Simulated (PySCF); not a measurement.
Consider C5H9O2 (SMILES [O-]C[C@H]1CCOC1) (charge −1).

```yaml
atoms:
  - { symbol: O, position_ang: [2.6386, -0.2331, 1.4071] }
  - { symbol: C, position_ang: [1.7157, 0.6099, 0.9896] }
  - { symbol: C, position_ang: [0.3657, -0.0519, 0.5997] }
  - { symbol: C, position_ang: [-0.7166, 0.8790, 0.0609] }
  - { symbol: C, position_ang: [-1.6012, -0.0650, -0.7407] }
  - { symbol: O, position_ang: [-0.7612, -1.0919, -1.2230] }
  - { symbol: C, position_ang: [0.5056, -1.0374, -0.5494] }
  - { symbol: H, position_ang: [1.9876, 1.2117, 0.0470] }
  - { symbol: H, position_ang: [-0.0096, -0.5851, 1.4936] }
  - { symbol: H, position_ang: [-1.2689, 1.4137, 0.8497] }
  - { symbol: H, position_ang: [-0.2486, 1.6344, -0.5977] }
  - { symbol: H, position_ang: [-2.1051, 0.4182, -1.5995] }
  - { symbol: H, position_ang: [-2.3948, -0.4995, -0.0961] }
  - { symbol: H, position_ang: [1.2799, -0.6830, -1.2575] }
  - { symbol: H, position_ang: [0.7839, -2.0498, -0.2226] }
  - { symbol: H, position_ang: [1.4247, 1.4357, 1.7301] }
```

Geometry: PBE0-D3(BJ)/ma-def2-SVP.

Computed with DFT single point, gas phase, functional wB97X (PySCF).

Question: What will maps of the electron density and electron localisation function show?

Answer: C–C (1.52 Å): ρ is about 1.7 e/Å³ halfway; the ELF peaks at about 0.95 between the atoms, as expected for a shared electron pair.
C–O (1.41 Å): the density is about 2.1 e/Å³ at the midpoint, with its minimum of 1.8 e/Å³ about 0.5 Å from C; the ELF peaks at about 0.90 between the atoms (a polar covalent bond).

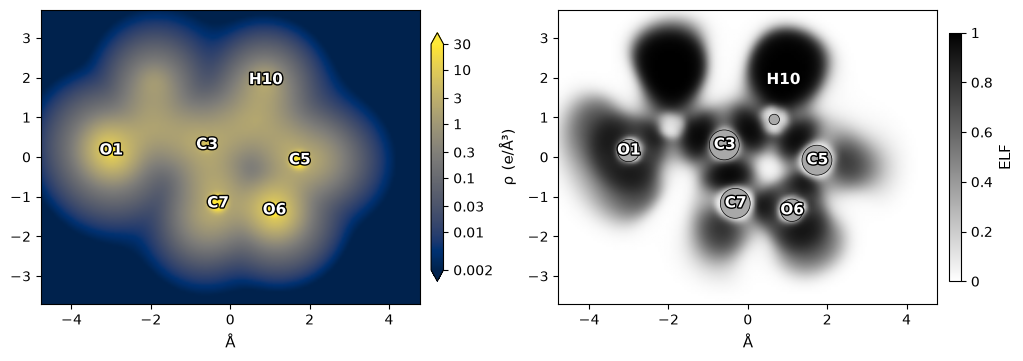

Computed electron density and electron localisation function on the plane of atoms C5, O6 and C7, in this order. Grey discs cover the atomic cores in the ELF map. 
